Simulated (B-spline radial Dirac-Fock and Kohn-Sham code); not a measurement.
Cu²⁺, configuration [Ar] 3d9, inside a Watson sphere of charge −2 and radius 2.7 Å that stands in for a crystal. Level of theory: Dirac–Fock ΔSCF (average of configuration, Fermi nucleus, Breit and QED terms, no correlation); calculated with a B-spline radial code. Open shells are averaged over j.

Predict the main features of the following plot. Bars give the relaxation, Breit and QED contributions (eV) to the binding energies of the deepest subshells, counted from the Koopmans value.

For 1s (bound by 9.0054 keV) relaxation contributes −46.2 eV, the Breit interaction −11.0 eV and QED −5.22 eV, so relaxation is the largest correction there. For 3p1/2 the three are −5.10 eV, −0.14 eV and 0.0067 eV. Relaxation is largest in size for 1s.

Here it is:

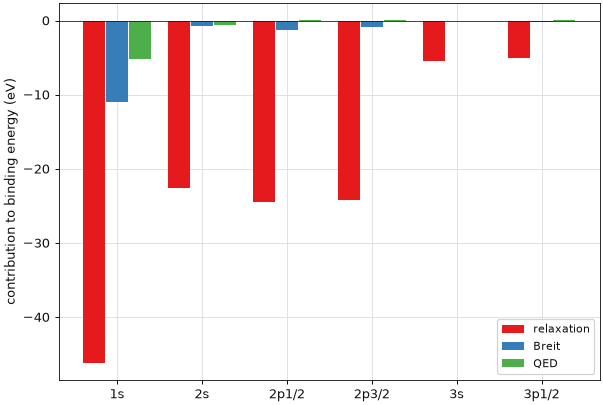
